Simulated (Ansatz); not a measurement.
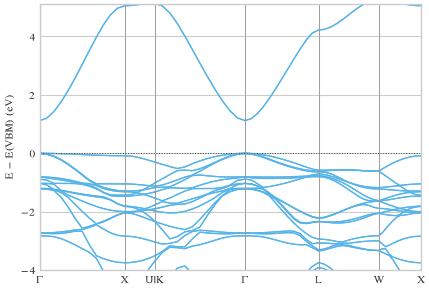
Fig. 1. Band structure from DFT-PBEsol with spin–orbit coupling in the program Ansatz with PAW potentials

### Question
Read off the gap and where the band edges lie.

### Answer
About 1.1 eV (1.12 eV by a search for the band edges); maximum at Γ, minimum at Γ.

The material is Sr₂GaSbO₆ in space group Fm-3m (No. 225; Sr on 8c, Ga on 4a, Sb on 4b, O on 24e).

The workflow started from a Materials Project entry (that database holds measured and hypothetical structures alike); the Crystallography Open Database copy checked does not list it. Its standing as an ambient phase is unchecked. The cell was relaxed with PBEsol under the symmetry of its start; whether a distortion lowers the energy is not shown.

Potentials: the later of the program's two PAW sets.
